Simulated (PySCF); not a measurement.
SMILES C(C[SiH2]C(=O)C)=O, GFN2-xTB optimised geometry. Atoms within 1.6 Å of the plane z = 0.0 Å (x, y, z in Å): C1 (1.92, -1.63, -0.01), C2 (0.52, -1.24, -0.36), O3 (-0.26, -2.01, -0.88), Si4 (0.00, 0.59, 0.00), C5 (-1.91, 0.59, 0.00), C6 (-2.37, 2.00, 0.00), O7 (-2.62, 2.65, 0.98), H8 (2.14, -2.65, -0.32), H9 (2.62, -0.94, -0.49), H10 (2.05, -1.54, 1.06), H11 (0.54, 1.42, -1.08), H12 (0.55, 1.02, 1.29), H13 (-2.26, 0.08, 0.90), H14 (-2.26, 0.06, -0.88), H15 (-2.43, 2.45, -1.01).

Method: PBE0/def2-TZVP run with PySCF 2.14.0. Cells within 0.4 Å of a nucleus heavier than hydrogen are left out (blank, or x).

Map of the log10 of the electron density (e/bohr³), floored at −4 on the plane z = 0.0 Å:

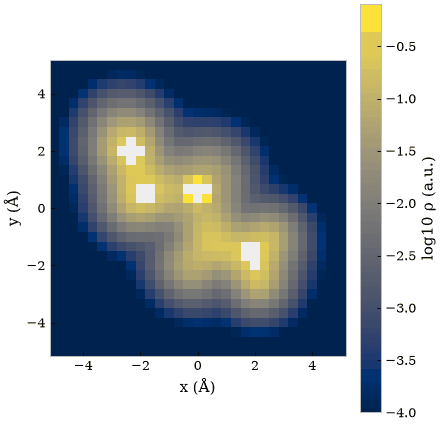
*Log10 of the electron density (e/bohr³), floored at −4 on the plane z = 0.0 Å.*
